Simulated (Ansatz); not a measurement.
System (SMILES): O=[SiH] (O-SiH), doublet.
Atoms: Si1, O2, H3. Bonds: Si1-O2, Si1-H3.

Basis-set convergence of the highest harmonic wavenumber at PBE with Ansatz (a program for electronic structure). Each level at its own minimum, finite differences of forces, unscaled; the reference is a large set that could be run, not a limit. Cartesian d functions, on some or all atoms, in 6-31+G*, 6-311G**; all else is spherical. The program fits the integrals of some runs and decomposes those of others, by size. Open shells are unrestricted. No added dispersion term, no relativity. Reference: the value in pcseg-3, 1845 cm⁻¹, itself unsure by roughly 3 cm⁻¹ (its mean distance from def2-QZVPP, cc-pV(Q+d)Z, aug-pcseg-2). Deviations are taken from unrounded values.

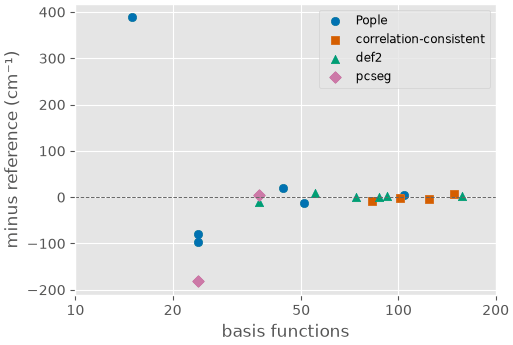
Figure. Deviation from the reference against the number of basis functions, by family of sets.

| basis | functions | highest harmonic wavenumber (cm⁻¹) | minus reference (cm⁻¹) |
|---|---|---|---|
| STO-3G | 15 | 2234 | 389 |
| 3-21G | 24 | 1765 | -80 |
| 6-31G | 24 | 1749 | -96 |
| pcseg-0 | 24 | 1663 | -182 |
| def2-SVP | 37 | 1835 | -10 |
| pcseg-1 | 37 | 1851 | 6 |
| 6-31+G* | 44 | 1864 | 19 |
| 6-311G** | 51 | 1833 | -12 |
| def2-SVPD | 55 | 1853 | 8 |
| def2-TZVP | 74 | 1846 | 1 |
| cc-pV(T+d)Z | 83 | 1838 | -7 |
| def2-TZVPP | 87 | 1845 | 0 |
| def2-TZVPD | 92 | 1847 | 2 |
| jun-cc-pV(T+d)Z | 101 | 1843 | -2 |
| 6-311++G(3df,3pd) | 104 | 1849 | 4 |
| aug-cc-pV(T+d)Z | 124 | 1841 | -4 |
| cc-pV(Q+d)Z | 149 | 1851 | 6 |
| def2-QZVPP | 157 | 1847 | 2 |
